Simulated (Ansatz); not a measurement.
## Electronic structure of CH5F3InN in real space

```xyz
11

C     0.0156   -1.1240    0.8350
F    -2.0266    0.2732   -1.3812
F     0.5092    2.3993   -2.0824
F    -0.7325    2.1196    1.0527
In   -0.5519    1.4147   -0.7697
N     0.7697   -0.3334   -0.1514
H     0.5784   -1.9995    1.1916
H    -0.9250   -1.4486    0.3696
H    -0.2340   -0.4708    1.6822
H     1.6479    0.0087    0.2416
H     1.0145   -0.8962   -0.9676
```

Geometry: PBE0-D4/def2-SVP; core potentials replace the inner electrons of In.

Method: isolated molecule in a Gaussian basis; Kohn-Sham density functional theory, functional PBE0 (Ansatz).

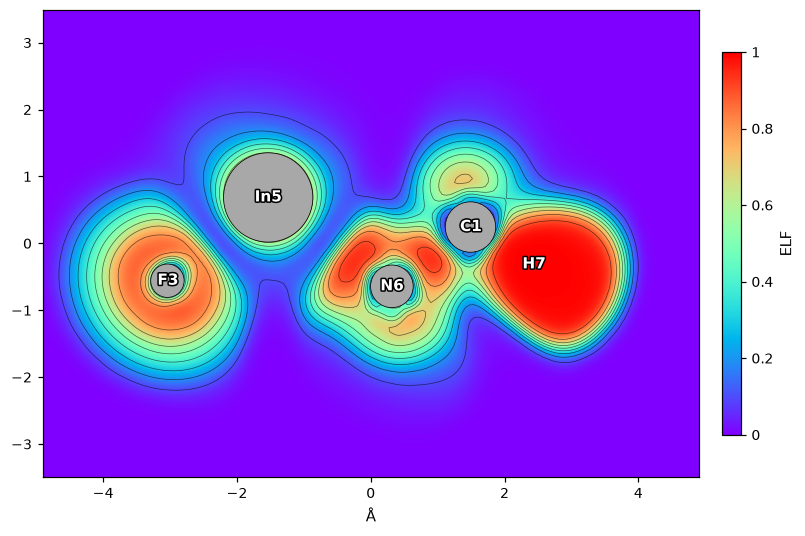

Figure 1. Electron localisation function on the plane of atoms C1, N6 and In5. Grey discs cover the atomic cores.

Question: Read the bonding off the picture.

Answer: Atoms in the plane: C, F, In, N and H. C–N (1.47 Å): the ELF peaks at about 0.95 between the atoms (a shared electron pair). In–F (1.95 Å): the ELF peaks at about 0.80 in the valence shell of F, 0.5 Å from its nucleus, and drops to about 0.10 between the two atoms. In–N (2.28 Å): the ELF peaks at about 0.95 in the valence shell of N, 0.7 Å from its nucleus, and drops to about 0.10 between the two atoms. C–H (1.10 Å): the ELF climbs to about 1 towards the hydrogen, as it does in any bond to H; a covalent bond by its length. The ELF also peaks beside F3, away from the bonds: lone-pair regions.

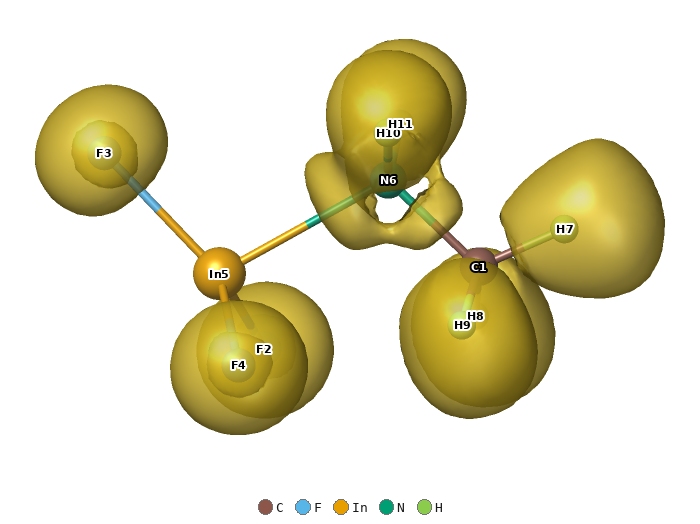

Figure 2. Isosurface of the electron localisation function at 0.75 (yellow), seen across its widest extent. Core shells and regions of very low density are left out.

Question: Where are the electrons localised?

Answer: At this value the surface marks out three regions around hydrogen nuclei, three regions wrapped around F (the valence shell of each) and one joined region spread over several atoms (H, N), in which their bonds and any lone pairs are merged.

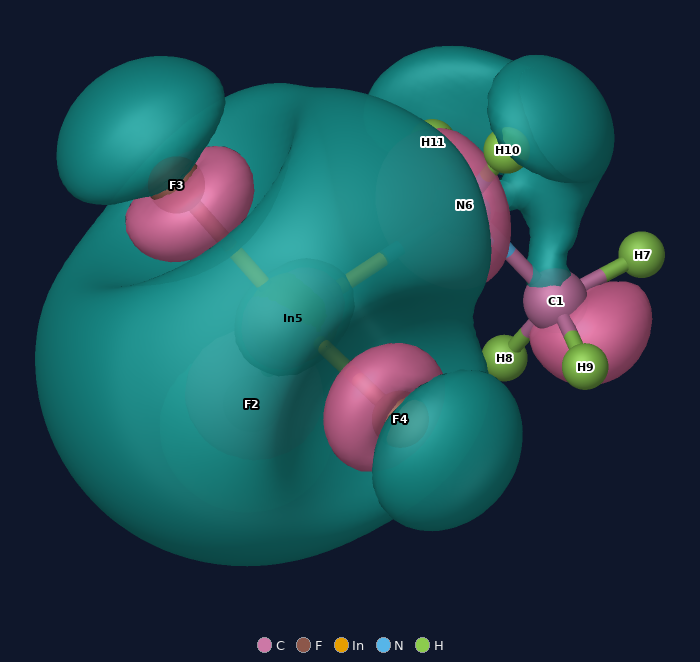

Figure 3. The LUMO at ±0.05 Å⁻³ᐟ² (teal and pink are the two phases), seen at a tilt.

Question: What is the character of this orbital?

Answer: Its weight (Hirshfeld) is mainly on In5 (about 55 %), F3 (about 10 %), F4 (about 10 %) and F2 (about 10 %). Its energy is −1.93 eV.
